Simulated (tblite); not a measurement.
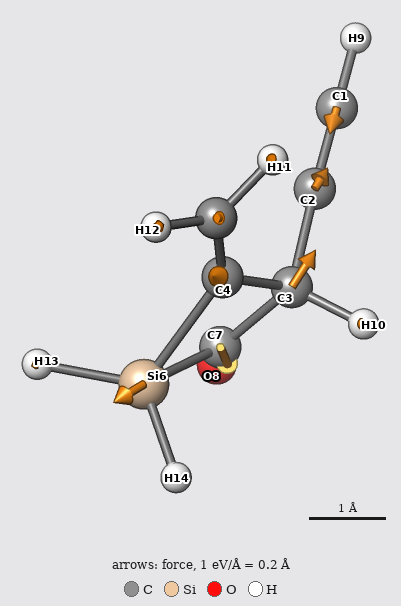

Starting geometry of C6H6OSi with the computed forces as orange arrows. The picture is a ball-and-stick view, seen from a free direction.

These are results of GFN2-xTB geometry optimisation, gas phase (tblite), not measurements. 

> Is this structure relaxed? If not, where do the atoms go?

It isn't relaxed: the largest force vector, on a C atom, is 4.35 eV/Å. The final displacements have little in common with the starting forces (cosine between the two patterns 0.12). The atom that moves furthest after the best rigid fit is the O atom (0.62 Å). By element the largest moves are O 0.62 Å, H 0.59 Å, C 0.30 Å, Si 0.19 Å. Some distances before and after: C–Si 1.818 → 1.942 Å, C–C 1.476 → 1.545 Å, C–Si 1.845 → 1.898 Å, C–C 1.491 → 1.527 Å. Among the angles between lasting bonds that change: C–C–C 136.2° → 126.5°, C–C–H 117.3° → 110.0°, C–C–Si 130.9° → 137.6°. After 91 geometry steps the energy has fallen by 55.5 kJ/mol. Cost: 0.61 s on 1 thread of Arm Neoverse V1 (shared host).
